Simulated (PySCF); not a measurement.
**SiH2F− (SMILES F[SiH2-]): CCSDT/STO-3G**

Aim: the vertical ionisation energy of SiH2F− at CCSDT/STO-3G, from 2 runs. 

The calculation is run with PySCF 2.14.0.

9 further runs of the same task are left out: 9 set aside as unsound or not needed.

## Step 1: Starting point

The species is SiH2F− (4 atoms), meant as a singlet with charge -1. As SMILES, `F[SiH2-]`. The coordinates come from a GFN2-xTB relaxation.

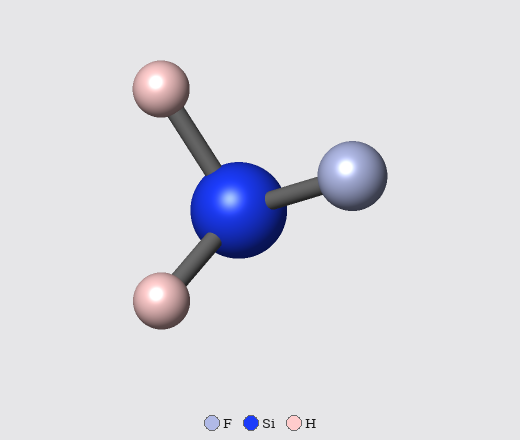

The structure, seen from a chosen angle (fluorine light blue, silicon blue, hydrogen pink).

## Step 2: A single-point energy at CCSDT/STO-3G

calc.py

```python
from pyscf import gto, cc

mol = gto.M(
    atom='''
F      2.313459     1.305517    -0.725409
Si    -0.215448    -0.739998    -0.831612
H     -2.240006     1.244063    -0.270760
H      0.141994    -1.809583     1.827762
''',
    max_memory=1860,
    charge=-1,
    basis='sto-3g',
    unit='bohr',
    verbose=4,
    spin=0,
)

mf = mol.RHF()
mf.conv_tol = 1e-10
mf.kernel()
if not mf.converged:
    mf = mf.newton().run(mf.mo_coeff, mf.mo_occ)

mycc = cc.CCSDT(mf, frozen=6)
mycc.kernel()
e_final = mycc.e_tot
print('E = %.10f Eh' % e_final)
```

Started as:

```
$ OMP_NUM_THREADS=1 python calc.py
```

What it wrote:

```text
PySCF version 2.14.0

[INPUT] num. atoms = 4
[INPUT] num. electrons = 26
[INPUT] charge = -1
[INPUT] spin (= nelec alpha-beta = 2S) = 0
[INPUT] symmetry False subgroup None
[INPUT] Mole.unit = bohr
[INPUT] Symbol           X                Y                Z      unit          X                Y                Z       unit  Magmom
[INPUT]  1 F      1.224229781198   0.690849844869  -0.383869911396 AA    2.313459000000   1.305517000000  -0.725409000000 Bohr   0.0
[INPUT]  2 Si    -0.114010171738  -0.391590077726  -0.440070118728 AA   -0.215448000000  -0.739998000000  -0.831612000000 Bohr   0.0
[INPUT]  3 H     -1.185360127524   0.658329788549  -0.143280021629 AA   -2.240006000000   1.244063000000  -0.270760000000 Bohr   0.0
[INPUT]  4 H      0.075139988887  -0.957590084868   0.967209997386 AA    0.141994000000  -1.809583000000   1.827762000000 Bohr   0.0

nuclear repulsion = 52.5694525818644
number of shells = 10
number of NR pGTOs = 48
number of NR cGTOs = 16
basis = sto-3g
ecp = {}

******** <class 'pyscf.scf.hf.RHF'> ********
method = RHF
initial guess = minao
damping factor = 0
level_shift factor = 0
DIIS = <class 'pyscf.scf.diis.CDIIS'>
diis_start_cycle = 1
diis_space = 8
diis_damp = 0
SCF conv_tol = 1e-10
SCF conv_tol_grad = None
SCF max_cycles = 50
direct_scf = True
direct_scf_tol = 1e-13
Set gradient conv threshold to 1e-05
Initial guess from minao.
init E= -384.149573751365
  HOMO = -0.123295912551235  LUMO = 0.258689222734246  gap/eV = 10.39434
cycle= 1 E= -384.538351283688  delta_E= -0.389  |g|= 0.276  |ddm|= 2.18
  HOMO = 0.141104966702685  LUMO = 0.793900035154441  gap/eV = 17.76346
cycle= 2 E= -384.58627518654  delta_E= -0.0479  |g|= 0.0496  |ddm|= 0.657
  HOMO = 0.125730937289298  LUMO = 0.79397039137597  gap/eV = 18.18372
cycle= 3 E= -384.587934846881  delta_E= -0.00166  |g|= 0.0157  |ddm|= 0.123
  HOMO = 0.122975268835576  LUMO = 0.793068949177685  gap/eV = 18.23418
cycle= 4 E= -384.588151893029  delta_E= -0.000217  |g|= 0.00183  |ddm|= 0.0597
  HOMO = 0.123870225403294  LUMO = 0.79387147091345  gap/eV = 18.23166
cycle= 5 E= -384.588154748285  delta_E= -2.86e-06  |g|= 0.000277  |ddm|= 0.00681
  HOMO = 0.123862253968379  LUMO = 0.793895544374075  gap/eV = 18.23253
cycle= 6 E= -384.588154820241  delta_E= -7.2e-08  |g|= 7.6e-05  |ddm|= 0.000875
  HOMO = 0.123857431802903  LUMO = 0.79388552738734  gap/eV = 18.23239
cycle= 7 E= -384.588154826858  delta_E= -6.62e-09  |g|= 1.14e-05  |ddm|= 0.000328
  HOMO = 0.12386091565027  LUMO = 0.793888661371031  gap/eV = 18.23238
cycle= 8 E= -384.588154826974  delta_E= -1.16e-10  |g|= 1.55e-06  |ddm|= 4.05e-05
  HOMO = 0.123860908580678  LUMO = 0.793888441594881  gap/eV = 18.23238
cycle= 9 E= -384.588154826977  delta_E= -2.33e-12  |g|= 1.92e-07  |ddm|= 5.53e-06
  HOMO = 0.123860893543778  LUMO = 0.793888469082264  gap/eV = 18.23238
Extra cycle  E= -384.588154826977  delta_E= 1.71e-13  |g|= 7.28e-08  |ddm|= 4.61e-07
converged SCF energy = -384.588154826977

******** <class 'pyscf.cc.rccsdt.RCCSDT'> ********
RCCSDT nocc = 7, nmo = 10
Allocating only the i<=j<=k part of the T3 amplitude in memory
frozen orbitals 6
max_cycle = 50
conv_tol = 1e-07
conv_tol_normt = 1e-06
diis with the T3 amplitude
diis_space = 6
diis_start_cycle = 0
diis_start_energy_diff = 1e+09
einsum_backend: numpy
_make_eris_incore_RCCSDT
blksize  7    blksize_oovv  4    blksize_oooo  4    blksize_vvvv  1

WARN: A large `blksize` is being used, which may cause large memory consumption
      for storing contraction intermediates. If memory is sufficient, consider using
      `pyscf.cc.rccsdt_highm.RCCSDT` instead.

Approximate memory usage estimate
    T3 memory                17.7 KB
    R3 memory                17.7 KB
    Symmetrized T3 memory    11.8 KB
    ERIs memory              78.1 KB
    T1-ERIs memory           78.1 KB
    Intermediates memory     78.1 KB
    Block workspace          37.1 KB
    T3 einsum buffer         37.1 KB
Total estimated memory        356 KB
Init t2, MP2 energy = -384.632273710787  E_corr(MP2) -0.044118883811
Init E_corr(RCCSDT) = -0.0441188838105175
cycle =  1  E_corr(RCCSDT) = -0.055046613369  dE = -1.092772955886e-02  norm(d tamps) = 5.03957532e-02
cycle =  2  E_corr(RCCSDT) = -0.060259489100  dE = -5.212875730749e-03  norm(d tamps) = 2.11772646e-02
cycle =  3  E_corr(RCCSDT) = -0.061723580722  dE = -1.464091621679e-03  norm(d tamps) = 9.79997149e-03
cycle =  4  E_corr(RCCSDT) = -0.063083665295  dE = -1.360084573171e-03  norm(d tamps) = 5.59860901e-03
cycle =  5  E_corr(RCCSDT) = -0.063112643134  dE = -2.897783875179e-05  norm(d tamps) = 1.03686450e-03
cycle =  6  E_corr(RCCSDT) = -0.063099160811  dE =  1.348232229728e-05  norm(d tamps) = 4.65431154e-04
cycle =  7  E_corr(RCCSDT) = -0.063097640605  dE =  1.520206093023e-06  norm(d tamps) = 1.01660367e-04
cycle =  8  E_corr(RCCSDT) = -0.063096532225  dE =  1.108380219383e-06  norm(d tamps) = 4.70622198e-05
cycle =  9  E_corr(RCCSDT) = -0.063096133131  dE =  3.990940262294e-07  norm(d tamps) = 2.21270021e-05
cycle = 10  E_corr(RCCSDT) = -0.063096374214  dE = -2.410833566391e-07  norm(d tamps) = 5.79511171e-06
cycle = 11  E_corr(RCCSDT) = -0.063096498178  dE = -1.239635456229e-07  norm(d tamps) = 2.77253969e-06
cycle = 12  E_corr(RCCSDT) = -0.063096611190  dE = -1.130123447740e-07  norm(d tamps) = 1.42025611e-06
cycle = 13  E_corr(RCCSDT) = -0.063096644747  dE = -3.355637068214e-08  norm(d tamps) = 6.23028151e-07
RCCSDT converged
E(RCCSDT) = -384.6512514717234   E_corr = -0.06309664474671146
E_corr(same-spin) = -0.0024518229373855
E_corr(oppo-spin) = -0.060644821809326
E = -384.6512514717 Eh
```

Wall time 0.76 s (1 thread of Arm Neoverse V2, shared host); peak memory 0.12 GiB.

## Step 3: Doublet neutral SiH2F at the same level

input.py

```python
from pyscf import gto, cc

system = gto.Mole()
system.atom = [
    ('F', (1.224230, 0.690850, -0.383870)),
    ('Si', (-0.114010, -0.391590, -0.440070)),
    ('H', (-1.185360, 0.658330, -0.143280)),
    ('H', (0.075140, -0.957590, 0.967210)),
]
system.basis = 'sto-3g'
system.verbose = 3
system.max_memory = 1860
system.spin = 1
system.charge = 0
system.build()

mf = system.UHF()
mf.conv_tol = 1e-10
mf.kernel()
if not mf.converged:
    mf = mf.newton().run(mf.mo_coeff, mf.mo_occ)

mycc = cc.CCSDT(mf, frozen=6)
mycc.kernel()
energy = mycc.e_tot
print(f'total energy: {energy:.8f} hartree')
```

Started as:

```
$ OMP_NUM_THREADS=1 python input.py
```

What it wrote:

```text
converged SCF energy = -384.728735485498  <S^2> = 0.75425525  2S+1 = 2.0042507
_make_eris_incore_UCCSDT

WARN: A large `blksize_v_aaa` is being used, which may cause large memory consumption
      for storing contraction intermediates. If memory is sufficient, consider using
      `pyscf.cc.uccsdt_highm.UCCSDT` instead.

WARN: A large `blksize_v_aab` is being used, which may cause large memory consumption
      for storing contraction intermediates. If memory is sufficient, consider using
      `pyscf.cc.uccsdt_highm.UCCSDT` instead.

UCCSDT converged
E(UCCSDT) = -384.8079548778364   E_corr = -0.07921939233790087
E_corr(same-spin) = -0.0068642853177962
E_corr(oppo-spin) = -0.0723551070201047
total energy: -384.80795488 hartree
```

Wall time 1 s (1 thread of Arm Neoverse V2, shared host); peak memory 0.12 GiB.

## Step 4: Summary of results

Level: CCSDT/STO-3G, 6 core orbitals frozen.

| quantity | value |
| --- | --- |
| singlet SiH2F−: total energy | -384.65125 Eh |
| singlet SiH2F−: HOMO energy (Hartree–Fock orbitals) | 3.37 eV |
| singlet SiH2F−: LUMO energy (Hartree–Fock orbitals) | 21.60 eV |
| singlet SiH2F−: HOMO–LUMO gap (to an unbound level, set by the basis) | 18.23 eV |
| singlet SiH2F−: correlation energy (6 core orbitals frozen) | -63.1 mEh |
| singlet SiH2F−: T1 diagnostic | 0.009 |
| doublet neutral SiH2F: total energy | -384.80795 Eh |
| doublet neutral SiH2F: dipole moment (Hartree–Fock density) | 2.32 D |
| doublet neutral SiH2F: HOMO energy (Hartree–Fock orbitals) (highest over α and β) | -7.81 eV |
| doublet neutral SiH2F: LUMO energy (Hartree–Fock orbitals) (lowest over α and β) | 4.31 eV |
| doublet neutral SiH2F: correlation energy (6 core orbitals frozen) | -79.2 mEh |
| doublet neutral SiH2F: ⟨S²⟩ of the reference determinant | 0.754 |
| doublet neutral SiH2F: T1 diagnostic | 0.024 |
| vertical detachment energy (to the doublet neutral) | -4.264 eV |

What this shows: The species is unbound against losing an electron at this level, by 4.26 eV (−411 kJ/mol); missing correlation or diffuse functions can give that sign where the real anion is bound. In a minimal basis such a difference can be off by several eV, whatever the method. The HOMO (singlet SiH2F−) lies at positive energy, 3.37 eV: the electron is unbound at this level or held by a compact basis; values depend on the basis. Mulliken charges (doublet neutral SiH2F) of the mean-field density run from -0.30 on F1 to +0.64 on Si2.
